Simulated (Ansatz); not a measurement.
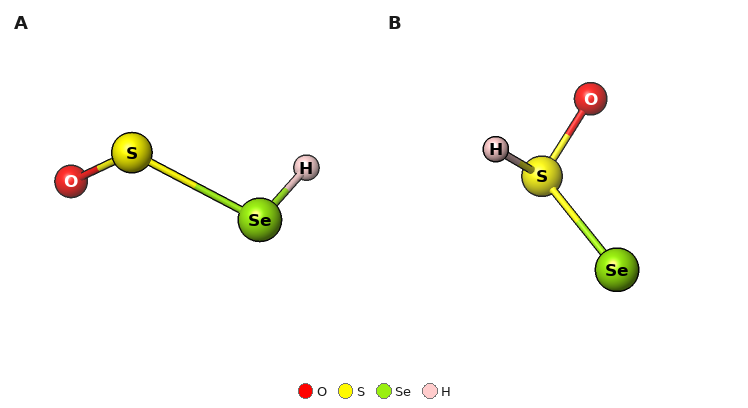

2 stationary structures of one formula. The species has charge −1 and is a spin singlet. Geometries: PBE0-D4/def2-TZVPD. Electronic energies: RHF-CCSD(T) (frozen core)/def2-TZVPPD (Ansatz 0.2.0), without zero-point energy. No frequency run is at hand to confirm each as a minimum.

Question: Which structure is the most stable?

Answer: B is lowest (C1); A lies 6.4 kcal/mol above it (C1).
